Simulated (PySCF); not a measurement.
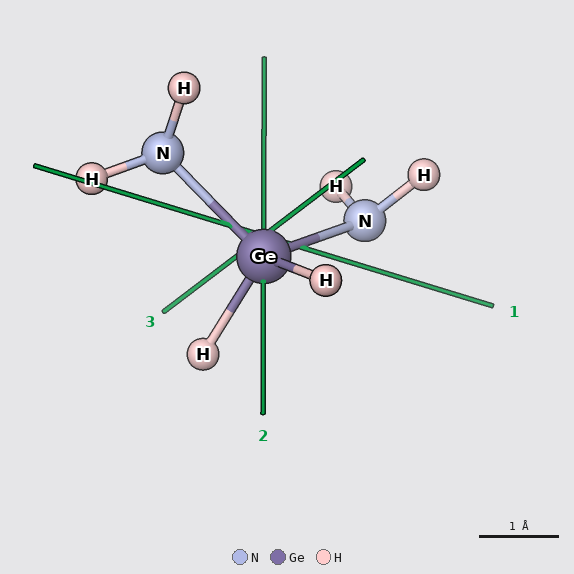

The three principal axes of inertia are drawn and numbered. Distant atoms are faded towards the background colour. The computed structure is the end point of a PBE0-D3(BJ)/def2-SVP optimisation. No frequency run is at hand to confirm it as a minimum. Masses are those of the most abundant isotopes; constants are for the rigid equilibrium geometry.

> Which line is the a axis (least moment of inertia), which b and which c?

a is line 1, b is line 2, c is line 3; the moments are 34.7, 84.2, 108 u Å².

> What kind of rotor is it, and what are its rotational constants in cm⁻¹?

An asymmetric top (C1): A = 0.486, B = 0.200, C = 0.156 cm⁻¹. Ray's parameter κ is −0.73, nearer the prolate limit.
